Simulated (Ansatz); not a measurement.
Geometry relaxation, with input and output: C₂H₈AlF (part 2 of 2)

The same run, continued: C₂H₈AlF; RKS PBE0/6-31G* (Ansatz 0.2.0). The input holds or restrains some coordinates. Forces given for the steps count only the free coordinates. It belongs to a series of runs on one base structure; here: pulled along the bonds that form and break, towards end A.

Geometry of the input (Å):
```
Al 0.0000  0.0000  0.0000
F  0.0000  0.0000  2.0400
C  1.7060  0.0000  -0.9850
H  2.0356  -1.0462  -1.1552
H  1.5695  0.5080  -1.9624
H  2.4756  0.5381  -0.3932
C  -1.7060  0.0000  -0.9850
H  -2.2662  -0.9305  -0.7558
H  -2.3102  0.8797  -0.6796
H  -1.5043  0.0508  -2.0753
H  0.0834  1.7631  0.5865
H  0.0624  1.3199  1.5347
```

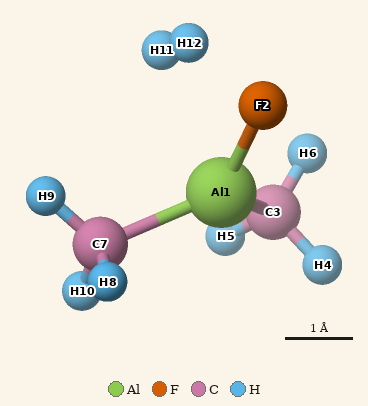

Fig. 1: The geometry at step 3 of the log (ball-and-stick view, seen at a tilt; atoms are numbered from 1 in the order of the input).

Output, continued
```
relax step   5: F+E_penalty+E_count = -11510.87382413 eV  Δ(F+E_penalty+E_count) = -2.240e-1 eV  max|allowed force component| = 4.687e-1 eV/Å  E_restraint = 0.08622538 eV  max|allowed force component, restraints' pulls added| = 1.280e0 eV/Å  Δτ_max = 0.1947 Å  (23 SCF iters, accepted)
  distance Al 0 - H 10 = 2.7549 Å
  distance H 11 - F 1 = 2.1396 Å
  distance Al 0 - F 1 = 1.6857 Å
  distance H 11 - H 10 = 0.7329 Å
these checks for a lower state are left out or cut short: starts, cluster_reference, orbital_swaps, neighbouring_geometries, increment
911 factors; integrals over basis functions are off by at most 8.3e-4 eV
mean field -11510.89816417 eV, -423.0177051662 hartree, gradient 5.0e-5 eV, S^2 0.000000; 0 other end points of the search recorded, 0 dependent functions left out
the calculation of the forces begins
reference -11510.89819609 eV, -423.0177063392 hartree; 21, 21 occupied and 59, 59 virtual orbitals, 911 factors
relax step   6: F+E_penalty+E_count = -11510.89816417 eV  Δ(F+E_penalty+E_count) = -2.434e-2 eV  max|allowed force component| = 6.999e-1 eV/Å  E_restraint = 0.09091379 eV  max|allowed force component, restraints' pulls added| = 1.351e0 eV/Å  Δτ_max = 0.1723 Å  (23 SCF iters, accepted)
  distance Al 0 - H 10 = 2.7791 Å
  distance H 11 - F 1 = 2.1519 Å
  distance Al 0 - F 1 = 1.6734 Å
  distance H 11 - H 10 = 0.7264 Å
these checks for a lower state are left out or cut short: starts, cluster_reference, orbital_swaps, neighbouring_geometries, increment
911 factors; integrals over basis functions are off by at most 8.3e-4 eV
mean field -11510.87956139 eV, -423.0170215266 hartree, gradient 4.8e-5 eV, S^2 0.000000; 0 other end points of the search recorded, 0 dependent functions left out
the calculation of the forces begins
reference -11510.87959346 eV, -423.0170227052 hartree; 21, 21 occupied and 59, 59 virtual orbitals, 911 factors
relax step   7: F+E_penalty+E_count = -11510.87956139 eV  Δ(F+E_penalty+E_count) = +1.860e-2 eV  max|allowed force component| = 1.362e0 eV/Å  E_restraint = 0.03721618 eV  max|allowed force component, restraints' pulls added| = 1.034e-1 eV/Å  Δτ_max = 0.0855 Å  (24 SCF iters, accepted)
  distance Al 0 - H 10 = 2.7626 Å
  distance H 11 - F 1 = 2.1261 Å
  distance Al 0 - F 1 = 1.6816 Å
  distance H 11 - H 10 = 0.7086 Å
911 factors; integrals over basis functions are off by at most 8.3e-4 eV
mean field evaluation 64: about -11510.8796 eV, gradient 2.7e-4 eV
mean field -11510.87956139 eV, -423.0170215266 hartree, gradient 4.8e-5 eV, S^2 0.000000; 1 other end points of the search recorded, 0 dependent functions left out
the calculation of the forces begins
reference -11510.87959346 eV, -423.0170227052 hartree; 21, 21 occupied and 59, 59 virtual orbitals, 911 factors
Total energy: -11510.87959346 eV, -423.0170227052 hartree
Atom 0 at     0.007452    -0.158073    -0.086916 Å, force    -0.020081    -0.074361     0.193819 eV/Å
Atom 1 at    -0.005518    -0.346903     1.583994 Å, force     0.014862    -0.182620    -0.215409 eV/Å
Atom 2 at     1.748421    -0.084684    -0.969534 Å, force     0.046529     0.028280    -0.041138 eV/Å
Atom 3 at     2.156627    -1.086039    -1.160579 Å, force    -0.048654    -0.017525     0.023309 eV/Å
Atom 4 at     1.684164     0.420170    -1.941863 Å, force     0.000955    -0.007617     0.020773 eV/Å
Atom 5 at     2.494751     0.444557    -0.365767 Å, force    -0.015551     0.009771     0.018421 eV/Å
Atom 6 at    -1.735599    -0.077864    -0.964008 Å, force    -0.066515     0.005783    -0.050132 eV/Å
Atom 7 at    -2.366385    -0.943678    -0.725793 Å, force     0.056138    -0.018907     0.024430 eV/Å
Atom 8 at    -2.299339     0.805268    -0.636711 Å, force     0.020352     0.021368     0.008300 eV/Å
Atom 9 at    -1.649688    -0.024130    -2.055944 Å, force     0.006800     0.001753     0.016909 eV/Å
Atom 10 at     0.063893     2.360238     1.047501 Å, force     0.038062     1.361547    -0.884745 eV/Å
Atom 11 at     0.047021     1.774038     1.445321 Å, force    -0.032895    -1.127470     0.885462 eV/Å
Dipole moment:     0.004760     0.052904    -0.365980 e Å
```

Trajectory as extended XYZ (Å, eV, eV/Å), 7 frames, from step=1 to step=7
```
12
Properties=species:S:1:pos:R:3:forces:R:3 step=1 energy=-11509.08811
Al    0.0000    0.0000    0.0000    0.0652   1.1659   1.6795
F     0.0000    0.0000    2.0400    0.0044  -0.1196  -2.3231
C     1.7060    0.0000   -0.9850    0.0993  -0.4461   0.5343
H     2.0356   -1.0462   -1.1552    0.1569   0.5247  -0.1172
H     1.5695    0.5080   -1.9624    0.0381  -0.2654   0.4334
H     2.4756    0.5381   -0.3932   -0.1969  -0.3272  -0.3958
C    -1.7060    0.0000   -0.9850   -0.0627  -0.3861   0.4497
H    -2.2662   -0.9305   -0.7558   -0.0670   0.4844  -0.3018
H    -2.3102    0.8797   -0.6796    0.1541  -0.4819  -0.1754
H    -1.5043    0.0508   -2.0753   -0.1324  -0.0648   0.4997
H     0.0834    1.7631    0.5865   -0.0483  -0.2730   2.1140
H     0.0624    1.3199    1.5347   -0.0107   0.1890  -2.3973
12
Properties=species:S:1:pos:R:3:forces:R:3 step=2 energy=-11509.75804
Al   -0.0055   -0.1516    0.0302    0.1358   1.5411   2.3009
F    -0.0051   -0.1097    1.9833   -0.0372  -0.9677  -3.0787
C     1.7031   -0.0062   -0.9785   -0.1736  -0.2844   0.4975
H     2.0394   -1.0426   -1.1574    0.3056   0.3257  -0.1597
H     1.5687    0.5048   -1.9565   -0.0710  -0.3178   0.5047
H     2.4737    0.5349   -0.3960   -0.1960  -0.3308  -0.2538
C    -1.7044   -0.0058   -0.9797    0.1627  -0.3345   0.3880
H    -2.2696   -0.9274   -0.7593   -0.2762   0.3046  -0.2846
H    -2.3078    0.8750   -0.6802    0.2227  -0.4545  -0.0508
H    -1.5051    0.0499   -2.0698   -0.0737  -0.0919   0.5001
H     0.0901    1.9123    0.7117   -0.0417  -0.6144   1.5008
H     0.0683    1.4494    1.4219    0.0426   1.2246  -1.8644
12
Properties=species:S:1:pos:R:3:forces:R:3 step=3 energy=-11510.22349
Al   -0.0104   -0.2993    0.0753    0.1781   2.0280   1.3016
F    -0.0116   -0.2583    1.8878   -0.0270  -0.8284  -2.6489
C     1.6951   -0.0125   -0.9678   -0.3498  -0.4515   0.5204
H     2.0467   -1.0380   -1.1608    0.4312   0.2008  -0.2059
H     1.5647    0.4988   -1.9460   -0.2300  -0.3163   0.5433
H     2.4701    0.5290   -0.3980   -0.1769  -0.2896  -0.0969
C    -1.6974   -0.0132   -0.9708    0.2947  -0.4937   0.4292
H    -2.2775   -0.9236   -0.7648   -0.4593   0.1666  -0.3019
H    -2.3020    0.8671   -0.6787    0.2964  -0.3891   0.0854
H    -1.5047    0.0480   -2.0604    0.0338  -0.1181   0.4794
H     0.0962    2.0510    0.7938    0.0577   1.3320  -1.4913
H     0.0767    1.6338    1.3601   -0.0487  -0.8408   1.3854
12
Properties=species:S:1:pos:R:3:forces:R:3 step=4 energy=-11510.64981
Al   -0.0095   -0.3297    0.0594    0.1326   1.5558  -0.4381
F    -0.0144   -0.3585    1.7478   -0.0124  -0.5272  -0.5099
C     1.6937   -0.0433   -0.9495   -0.3132  -0.3600   0.2774
H     2.0873   -1.0434   -1.1760    0.3161   0.0917  -0.1380
H     1.5395    0.4771   -1.9134   -0.1594  -0.2155   0.3376
H     2.4623    0.5102   -0.3921   -0.0993  -0.1797   0.0291
C    -1.6977   -0.0451   -0.9547    0.2358  -0.3968   0.2587
H    -2.3227   -0.9294   -0.7829   -0.3288   0.0784  -0.1944
H    -2.2802    0.8446   -0.6630    0.2143  -0.2329   0.1265
H    -1.4965    0.0333   -2.0361    0.0086  -0.1048   0.2493
H     0.1035    2.2310    0.8667    0.0619   1.3908  -1.3003
H     0.0805    1.7361    1.3637   -0.0561  -1.0998   1.3020
12
Properties=species:S:1:pos:R:3:forces:R:3 step=5 energy=-11510.87382
Al   -0.0050   -0.1869   -0.0071    0.0455  -0.1671   0.0255
F    -0.0081   -0.3736    1.6682   -0.0150  -0.1079  -0.3660
C     1.7276   -0.0857   -0.9489   -0.3099   0.0047   0.1126
H     2.1539   -1.0675   -1.1999   -0.0817   0.0677   0.0567
H     1.5542    0.4454   -1.8949    0.1339  -0.0184  -0.0006
H     2.4822    0.4652   -0.3763    0.0050  -0.0158  -0.0185
C    -1.7312   -0.0869   -0.9558    0.2730  -0.0122   0.1272
H    -2.3889   -0.9527   -0.8034    0.0848   0.0560   0.0446
H    -2.2872    0.8053   -0.6399   -0.0385  -0.0315  -0.0353
H    -1.5332    0.0015   -2.0316   -0.1011   0.0145   0.0062
H     0.1058    2.3763    0.9962    0.0176   0.4687  -0.3251
H     0.0759    1.7425    1.3631   -0.0135  -0.2587   0.3727
12
Properties=species:S:1:pos:R:3:forces:R:3 step=6 energy=-11510.89816
Al    0.0006   -0.1775   -0.0548    0.0166   0.0275  -0.0859
F    -0.0021   -0.3362    1.6111   -0.0123  -0.2295  -0.0297
C     1.7299   -0.0899   -0.9736   -0.1209   0.0148  -0.0244
H     2.1387   -1.0889   -1.1792   -0.0233   0.0357   0.0176
H     1.6110    0.4165   -1.9427    0.0639  -0.0523   0.0738
H     2.4833    0.4544   -0.3939    0.0136  -0.0049   0.0048
C    -1.7275   -0.0891   -0.9746    0.0917  -0.0547  -0.0065
H    -2.3693   -0.9543   -0.7613    0.0408   0.0500   0.0059
H    -2.2873    0.8052   -0.6728   -0.0176  -0.0090  -0.0037
H    -1.5802   -0.0394   -2.0623   -0.0579  -0.0011   0.0737
H     0.0858    2.3694    1.0538    0.0246   0.6999  -0.4863
H     0.0630    1.8127    1.5199   -0.0193  -0.4764   0.4605
12
Properties=species:S:1:pos:R:3:forces:R:3 step=7 energy=-11510.87956
Al    0.0075   -0.1581   -0.0869   -0.0201  -0.0744   0.1938
F    -0.0055   -0.3469    1.5840    0.0149  -0.1826  -0.2154
C     1.7484   -0.0847   -0.9695    0.0465   0.0283  -0.0411
H     2.1566   -1.0860   -1.1606   -0.0487  -0.0175   0.0233
H     1.6842    0.4202   -1.9419    0.0010  -0.0076   0.0208
H     2.4948    0.4446   -0.3658   -0.0156   0.0098   0.0184
C    -1.7356   -0.0779   -0.9640   -0.0665   0.0058  -0.0501
H    -2.3664   -0.9437   -0.7258    0.0561  -0.0189   0.0244
H    -2.2993    0.8053   -0.6367    0.0204   0.0214   0.0083
H    -1.6497   -0.0241   -2.0559    0.0068   0.0018   0.0169
H     0.0639    2.3602    1.0475    0.0381   1.3615  -0.8847
H     0.0470    1.7740    1.4453   -0.0329  -1.1275   0.8855
```

Summary

```tsv
quantity	value
outcome	converged under the restraints of the input
total energy	−11510.8796 eV
mean-field energy	−11510.8796 eV
largest force (length of the vector) at the end, held atoms and coordinates included	1.624 eV/Å
hardware	1 thread of Arm Neoverse V1, 24 GiB of memory available, shared host
wall time	28 s
peak memory	0.16 GiB
```
